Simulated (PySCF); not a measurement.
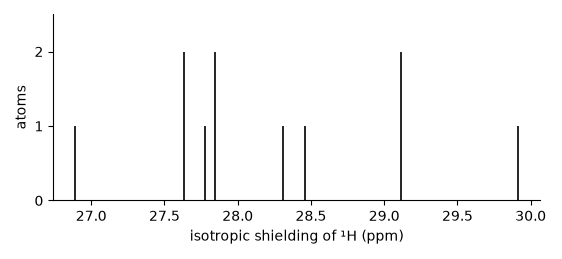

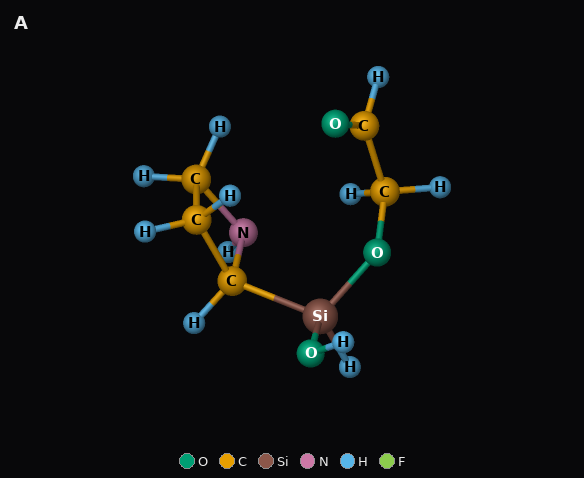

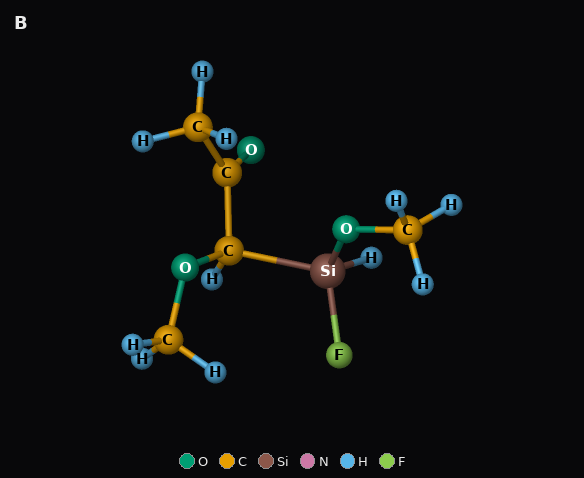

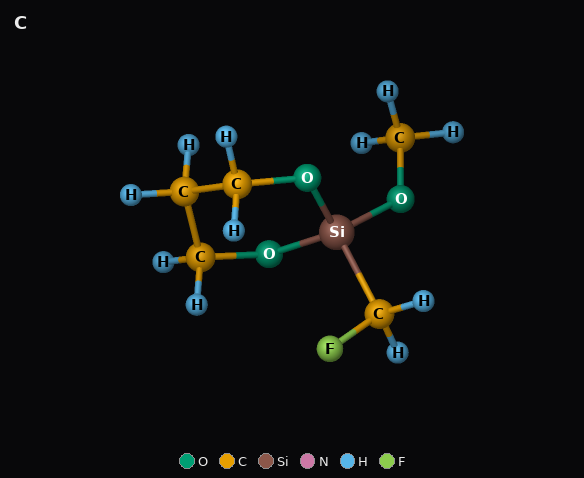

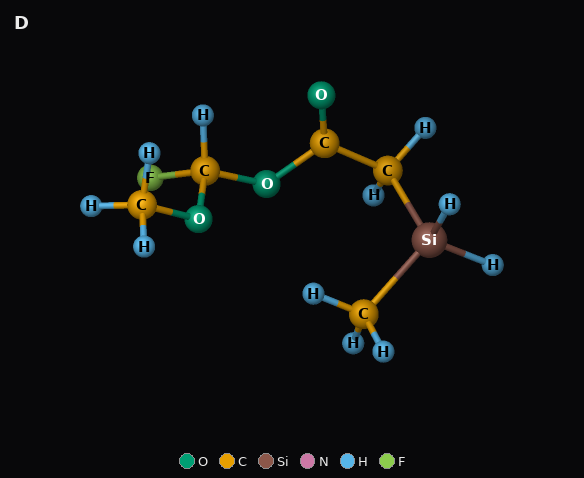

The sticks are computed shieldings of one of the molecules, for one fixed geometry (GFN2-xTB) without averaging over rotations. Low shielding means a high chemical shift. Method: GIAO PBE0/pcSseg-1 NMR shielding, non-relativistic, gas phase (PySCF 2.14.0).

> Match the spectrum to a structure.

B, `CO[C@@H](C(C)=O)[Si@H](F)OC`. Its 11 H atoms give lines at 26.89, 27.63 (2 atoms), 27.78, 27.84 (2 atoms), 28.31, 28.46, 29.11 (2 atoms), 29.91 ppm.

The geometry is semi-empirical. Around Si such bond lengths and angles can be off by a tenth of an ångström or more and by several degrees, and values that hang on the shape move with them.
